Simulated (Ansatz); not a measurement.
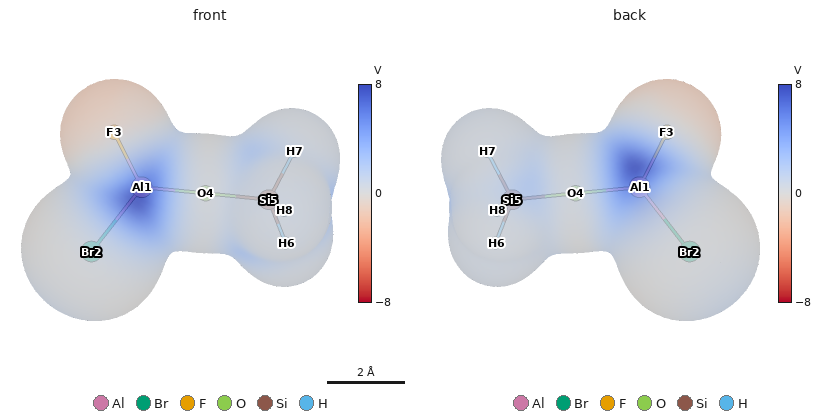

AlBrFH₃OSi (SMILES [F][Al]([Br])[O][SiH3]). The molecular electrostatic potential painted on the density surface at 0.004 e/bohr³, seen from the front and from behind; red is negative and blue positive.

Geometry: B3LYP-D3(BJ)/def2-SVP.

Computed with Ansatz, isolated molecule in a Gaussian basis; Kohn-Sham density functional theory, functional PBE0.

```xyz
8

Al    0.7824   -0.7054    2.4228
Br    1.7005   -2.7408    2.5007
F     0.6036    0.1337    3.8386
O     0.2778   -0.0178    0.9819
Si   -0.2261    0.6468   -0.4490
H    -0.4299   -0.4278   -1.4616
H    -1.5111    1.3731   -0.2436
H     0.8046    1.6012   -0.9470
```

### Describe the electrostatic potential map.

The most negative region (about −1.2 V, or −28 kcal/mol for a unit charge) lies over F3, the most positive (about +7.3 V, or +168 kcal/mol for a unit charge) over Al1. Br2 shows a σ-hole: about +0.7 V, or +16 kcal/mol for a unit charge at the tip opposite its bond, against about 0.0 V on its flanks.

### How polar is the molecule by this calculation?

Its dipole moment is 1.26 D.
